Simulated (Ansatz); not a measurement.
# Li: molecular dynamics, part 2 of 2

Aim: heat the crystal hard, then quench it. Runs: 250 steps of 1.5 fs under a Langevin thermostat at 900 K; 380 steps of 1 fs under a Langevin thermostat, set from 720 K to 300 K by a schedule. The start is the crystal (bcc), its volume scaled by 1.1.

Ansatz 0.2.0; DFT LDA, plane waves, PAW, scalar-relativistic, no spin polarisation.

### 8 The trajectory

One step in 28; energies are changes from step 0; msd is the mean square displacement from the start, the centre of mass held:

| time (fs) | T (K) | potential energy change (meV/atom) | msd Li (Å²) |
| --- | --- | --- | --- |
| 0.0 | 675 | 0.0 | 0.000 |
| 28.0 | 703 | 0.6 | 0.100 |
| 56.0 | 817 | -14.4 | 0.299 |
| 84.0 | 712 | -11.8 | 0.561 |
| 112.0 | 662 | -23.6 | 0.735 |
| 140.0 | 547 | -30.5 | 0.786 |
| 168.0 | 693 | -70.7 | 0.853 |
| 196.0 | 498 | -59.7 | 1.096 |
| 224.0 | 408 | -66.8 | 1.071 |
| 252.0 | 486 | -81.9 | 0.935 |
| 280.0 | 234 | -73.6 | 0.893 |
| 308.0 | 332 | -88.2 | 0.852 |
| 336.0 | 297 | -96.2 | 0.777 |
| 364.0 | 262 | -100.8 | 0.714 |
| 380.0 | 341 | -103.6 | 0.694 |

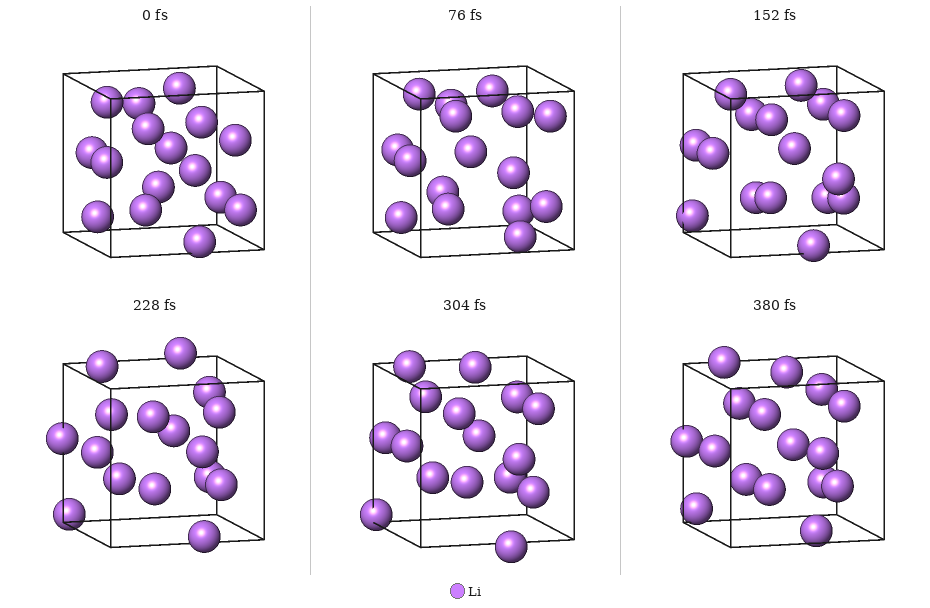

Six frames of the run, seen slightly off an axis. Each atom of the cell is drawn once. Atoms are followed across the cell's faces.

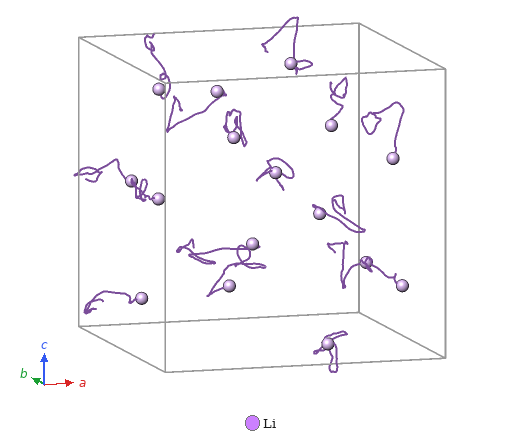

The track of every atom over the whole run, drawn from its starting place (pale balls).

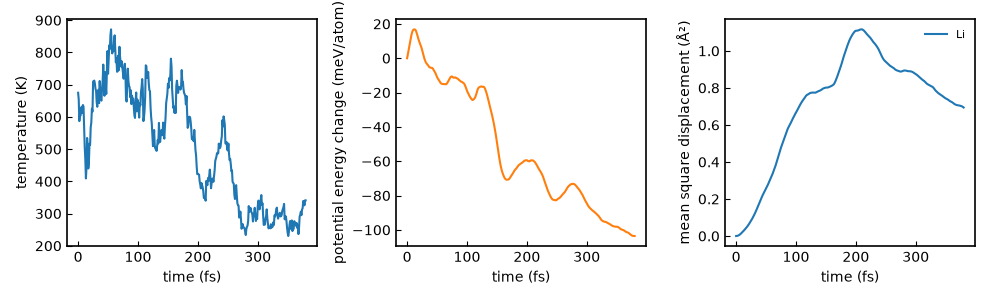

Traces against time; each panel has its own scale.

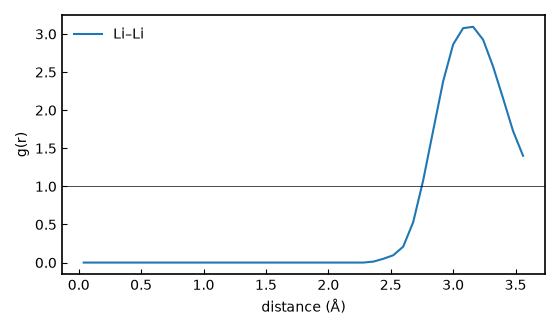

Pair distribution functions over the second half of the run, in bins of 0.08 Å, lightly smoothed, out to 3.6 Å.

First peaks of g(r) (not always the tallest), and, where a minimum follows, the mean number of second-named atoms round a first-named one up to the next minimum:

| pair | peak (Å) | height | minimum (Å) | neighbours |
| --- | --- | --- | --- | --- |
| Li–Li | 3.16 | 3.1 | - | - |

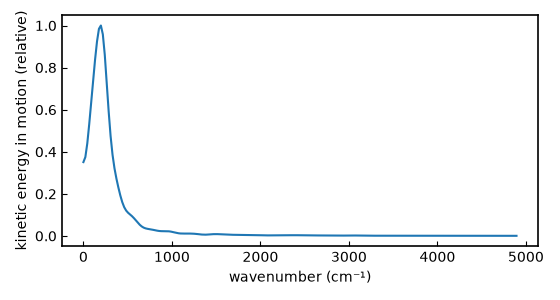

Power spectrum of the mass-weighted velocities; a run of 380 fs resolves no finer than about 180 cm⁻¹.

Maxima of the velocity power spectrum (cm⁻¹, relative height; resolution about 180 cm⁻¹): 200 (100).

### 9 Positions and forces

Extended XYZ, with forces in eV/Å:

```xyz
16
Lattice="7.205 0.000 0.000 0.000 7.205 0.000 0.000 0.000 7.205" Properties=species:S:1:pos:R:3:forces:R:3 pbc="T T T" time_fs=63.0 T=770 dE=-0.2417
Li    1.053   -0.644    0.472    0.015    0.825    0.088
Li    4.589    0.397    0.558   -0.430   -0.302   -0.257
Li    1.241    4.413   -0.706   -0.284   -0.725   -0.222
Li    1.120   -0.066    3.424   -0.121    0.052    0.041
Li    1.940    2.806    1.297    0.204   -0.372    0.169
Li    4.329    2.918   -0.487    0.004    0.554    0.107
Li    4.125    0.228    3.533    0.205    0.254    0.011
Li    6.454    1.980    1.420    0.160    0.143    0.249
Li    0.623    4.014    3.527   -0.007   -0.041   -0.026
Li    2.992    5.285    1.925    0.188   -0.020   -0.119
Li    2.041    1.575    5.953    0.062   -0.220   -0.206
Li    3.438    3.378    4.027    0.227   -0.132   -0.084
Li    6.139    5.211    0.853   -0.316   -0.345    0.403
Li    6.440    1.619    5.510   -0.006   -0.056   -0.084
Li    3.082    5.794    5.660    0.274    0.198   -0.072
Li    6.083    5.482    5.164   -0.175    0.188    0.001
16
Lattice="7.205 0.000 0.000 0.000 7.205 0.000 0.000 0.000 7.205" Properties=species:S:1:pos:R:3:forces:R:3 pbc="T T T" time_fs=127.0 T=559 dE=-0.2654
Li    0.672    0.292    0.623   -0.028   -0.296   -0.239
Li    3.852    0.202    0.081    0.505    0.153    0.585
Li    0.952    3.777   -0.726   -0.070    0.110    0.549
Li    1.022    0.628    3.827   -0.257   -0.398    0.000
Li    2.152    2.139    1.993    0.289    0.289   -0.310
Li    4.329    3.402   -0.666    0.199    0.302    0.843
Li    4.960   -0.166    3.115   -0.256    0.190    0.121
Li    6.206    2.155    1.614   -0.133    0.170    0.110
Li    0.277    4.012    3.994    0.018   -0.143   -0.456
Li    2.391    5.469    1.662    0.047   -0.189    0.137
Li    2.301    1.662    5.947   -0.108   -0.048   -0.202
Li    3.643    3.393    4.206    0.127   -0.017   -0.668
Li    6.103    5.344    1.217   -0.057   -0.158   -0.003
Li    6.034    1.387    5.890    0.102    0.228   -0.268
Li    3.052    5.767    5.591   -0.416   -0.021   -0.334
Li    6.021    5.896    5.517    0.037   -0.172    0.134
16
Lattice="7.205 0.000 0.000 0.000 7.205 0.000 0.000 0.000 7.205" Properties=species:S:1:pos:R:3:forces:R:3 pbc="T T T" time_fs=190.0 T=531 dE=-0.9813
Li    0.263    0.568    0.093    0.358   -0.038    0.141
Li    4.175    0.252    0.282    0.142   -0.241   -0.250
Li    0.741    3.874   -0.065    0.087   -0.359    0.052
Li    0.198    0.481    3.544    0.134   -0.065    0.047
Li    3.064    1.886    1.997   -0.607    0.122    0.161
Li    4.483    3.867    0.406   -0.127    0.066   -0.385
Li    4.407   -0.207    3.523    0.039    0.063    0.145
Li    5.868    2.268    1.989    0.133   -0.180   -0.094
Li    0.313    3.760    3.789    0.080   -0.108   -0.014
Li    2.532    5.514    1.661   -0.267    0.069    0.243
Li    2.404    1.537    5.104   -0.004    0.186    0.223
Li    4.288    3.544    3.993   -0.087    0.454   -0.074
Li    6.256    5.663    1.831   -0.021   -0.128   -0.002
Li    5.611    1.824    5.631    0.174    0.049   -0.074
Li    1.912    5.760    4.960    0.249    0.037    0.223
Li    6.265    5.650    5.947   -0.285    0.072   -0.341
16
Lattice="7.205 0.000 0.000 0.000 7.205 0.000 0.000 0.000 7.205" Properties=species:S:1:pos:R:3:forces:R:3 pbc="T T T" time_fs=253.0 T=466 dE=-1.3078
Li    0.428    0.377    0.185   -0.140    0.070    0.035
Li    4.214   -0.348   -0.166   -0.087    0.265    0.109
Li    0.707    3.547    0.086   -0.123    0.141    0.050
Li    0.181    0.335    3.715    0.231   -0.025   -0.120
Li    2.396    2.081    2.392    0.196   -0.193   -0.183
Li    4.031    3.839    0.333   -0.077   -0.013   -0.196
Li    4.517    0.154    3.946   -0.418   -0.170   -0.203
Li    5.665    1.985    2.013    0.039    0.066   -0.149
Li    0.500    3.586    3.539   -0.055    0.192    0.162
Li    1.973    5.745    1.854    0.216   -0.017    0.100
Li    2.265    1.792    5.630    0.192    0.035   -0.167
Li    4.027    4.517    4.223   -0.017   -0.407   -0.253
Li    6.115    5.392    1.896   -0.102    0.077    0.061
Li    5.813    2.139    5.136    0.010    0.200    0.461
Li    1.884    5.862    5.285    0.096   -0.054    0.161
Li    6.256    5.611    5.551    0.041   -0.167    0.132
16
Lattice="7.205 0.000 0.000 0.000 7.205 0.000 0.000 0.000 7.205" Properties=species:S:1:pos:R:3:forces:R:3 pbc="T T T" time_fs=317.0 T=271 dE=-1.4559
Li    0.170    0.380    0.145    0.273   -0.162   -0.017
Li    4.107   -0.067   -0.210    0.034    0.192    0.184
Li    0.583    3.869    0.320    0.095   -0.092   -0.072
Li    0.560    0.394    3.529   -0.161   -0.073    0.067
Li    2.702    2.116    2.198   -0.173   -0.073   -0.166
Li    3.646    4.035   -0.021    0.288   -0.155    0.059
Li    4.529    0.130    3.660   -0.151    0.075    0.195
Li    5.868    2.166    1.731   -0.189    0.113    0.156
Li    0.440    3.670    4.008    0.208    0.185   -0.504
Li    2.272    5.691    2.026   -0.013    0.083   -0.038
Li    2.268    2.024    5.389    0.084   -0.070    0.135
Li    4.002    4.202    3.873   -0.033   -0.197   -0.020
Li    5.819    5.566    1.868    0.064   -0.093   -0.061
Li    6.087    2.191    5.507   -0.366   -0.164    0.117
Li    1.995    5.733    5.592   -0.064    0.071   -0.166
Li    5.921    5.184    5.601    0.104    0.361    0.132
16
Lattice="7.205 0.000 0.000 0.000 7.205 0.000 0.000 0.000 7.205" Properties=species:S:1:pos:R:3:forces:R:3 pbc="T T T" time_fs=380.0 T=341 dE=-1.6569
Li    0.583    0.166    0.392   -0.127    0.063   -0.121
Li    4.054    0.418    0.319   -0.060   -0.239   -0.208
Li    0.741    3.693    0.412   -0.207   -0.051   -0.206
Li    0.116    0.150    3.479    0.107   -0.031    0.094
Li    2.345    2.010    2.028   -0.067   -0.138    0.202
Li    3.644    3.592   -0.155    0.183    0.149    0.111
Li    4.199   -0.088    3.908    0.056    0.155   -0.130
Li    5.548    2.042    2.024    0.230    0.114   -0.100
Li    0.398    4.006    3.556    0.024   -0.147    0.180
Li    2.366    5.591    1.918    0.061    0.051    0.043
Li    2.051    1.778    5.488    0.019    0.034   -0.158
Li    4.006    3.762    3.708   -0.001    0.101    0.161
Li    5.937    5.395    1.657   -0.284    0.035    0.101
Li    5.854    2.005    5.644    0.088    0.003   -0.028
Li    2.128    5.850    5.343   -0.090   -0.189    0.204
Li    5.842    5.390    5.870    0.066    0.089   -0.145
```

On run 2: Under a schedule from 720 to 300 K over 380 fs, the atoms average 282 K over the last tenth of the run. Such a rate, of order 10^15 K/s, is far beyond any furnace or quench. The atom that moves most swings out by 1.60 Å (the median distance to the nearest neighbour, bonds to H left out, is 2.63 Å), and none ends a neighbour distance from its start. Counted from the crystal's sites, with the common drift removed, the atoms stand 0.31 Å away over the last tenth of the run (root mean square), 10 % of the neighbour distance: near the range, 10 to 20 % and a little above, in which crystals usually melt.

### 10 Results

This closing draws on all 2 parts.

```
                                    quantity                                     value
                               run 1: length                       250 steps of 1.5 fs
     run 1: temperature, first and last step                             844 and 614 K
             run 1: temperature, second half            mean 871 K, from 590 to 1248 K
        run 1: potential energy, second half  +132 meV/atom from this run's first step
run 1: mean square displacement, second half                               Li 0.517 Å²
                               run 2: length                         380 steps of 1 fs
     run 2: temperature, first and last step                             675 and 341 K
             run 2: temperature, second half             mean 352 K, from 230 to 602 K
        run 2: potential energy, second half   -82 meV/atom from this run's first step
run 2: mean square displacement, second half                               Li 0.897 Å²
```

What this shows: Mean temperatures of the second halves: 871 K, 352 K. In the last run: counted from the crystal's sites, with the common drift removed, the atoms stand 0.31 Å away over the last tenth of the run (root mean square), 10 % of the neighbour distance: near the range, 10 to 20 % and a little above, in which crystals usually melt. 380 fs on 16 atoms is far too short and small for converged averages.
